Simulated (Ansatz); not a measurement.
# CH$_{2}$ClGe (doublet): what the fields show

The calculation's input:

```
crystal:
  periodic: [false, false, false]
  atoms:
    - {symbol: C, position_ang: [-0.860448, -0.127039, 0.056018]}
    - {symbol: Cl, position_ang: [0.412773, 1.170680, -0.314243]}
    - {symbol: Ge, position_ang: [0.726452, -1.369224, 0.413521]}
    - {symbol: H, position_ang: [-1.456413, -0.251299, -0.848210]}
    - {symbol: H, position_ang: [-1.458325, 0.245861, 0.887724]}
basis:
  gaussian:
    orbitals: def2-TZVPD
hamiltonian:
  xc: {name: PBE0}
output:
  forces: true
  orbitals: {seedname: orbitals}
magnetization:
  spin_polarized: true
  initial_magnetization: 1
```

Launched as:

```sh
ansatz run input.yaml --threads 1 --pin off --max-ram 2610MiB --events-out events.jsonl --progress --plain --runs-dir runs
```

Geometry: B3LYP/6-31G*.

These are results of isolated molecule in a Gaussian basis; Kohn-Sham density functional theory, functional PBE0 (Ansatz), not measurements.

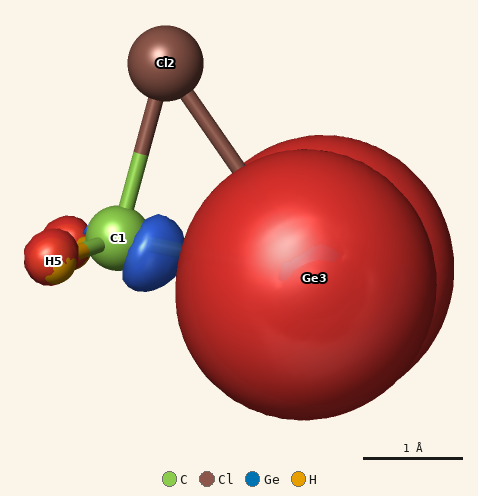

Figure 1. Isosurfaces of the spin density at +0.015 (red) and −0.015 e/Å³ (blue), seen across its widest extent.

### Describe the spin distribution.

The unpaired spin (1 electron) lies mostly on Ge3 (about 0.9), in electrons by Hirshfeld's partition.

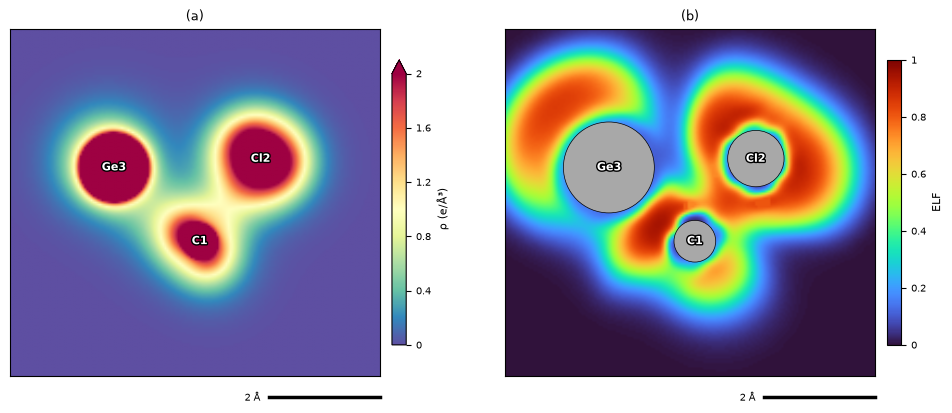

Figure 2. (a) electron density; (b) ELF on the plane of atoms C1, Ge3 and Cl2. Grey discs cover the atomic cores in the ELF map.

### Read the bonding off the picture.

Atoms in the plane: C, Cl and Ge. C–Cl (1.86 Å): the density is about 1.1 e/Å³ at the midpoint; the ELF peaks at about 0.85 between the atoms; localised, covalent bonding. C–Ge (2.05 Å): ρ is about 0.73 e/Å³ halfway; the ELF peaks at about 0.95 in the valence shell of C, 0.7 Å from its nucleus, and is about 0.70 at the midpoint. Ge–Cl (2.66 Å): ρ is about 0.29 e/Å³ halfway; the ELF peaks at about 0.75 in the valence shell of Cl, 0.8 Å from its nucleus, and is about 0.25 at the midpoint. The ELF also peaks beside Cl2 and Ge3, away from the bonds: non-bonding electrons, paired or unpaired.

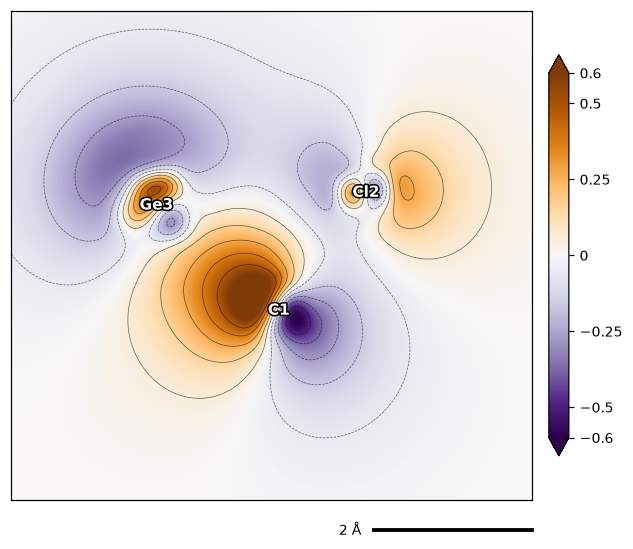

Figure 3. One frontier orbital on the plane of atoms Cl2, C1 and Ge3 (values in Å⁻³ᐟ²; the overall sign is arbitrary).

### Which orbital is it: HOMO (β) or LUMO (β)?

The HOMO (β), at −7.46 eV. It lies mainly on Ge3 (about 50 %), C1 (about 35 %) and Cl2 (about 10 %).

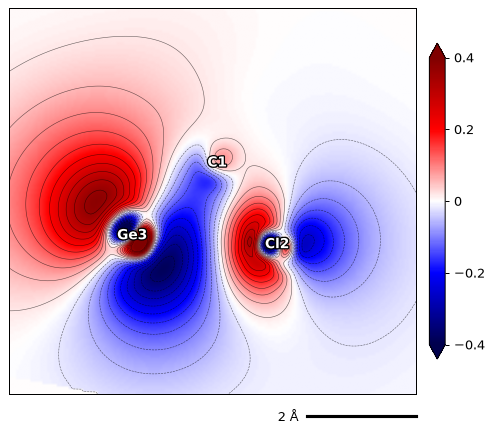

Figure 4. The LUMO (α) on the plane of atoms C1, Cl2 and Ge3 (values in Å⁻³ᐟ²; the overall sign is arbitrary).

### What is the character of this orbital?

By Hirshfeld shares it lies mainly on Ge3 (about 80 %) and Cl2 (about 15 %). Its energy is −2.27 eV.
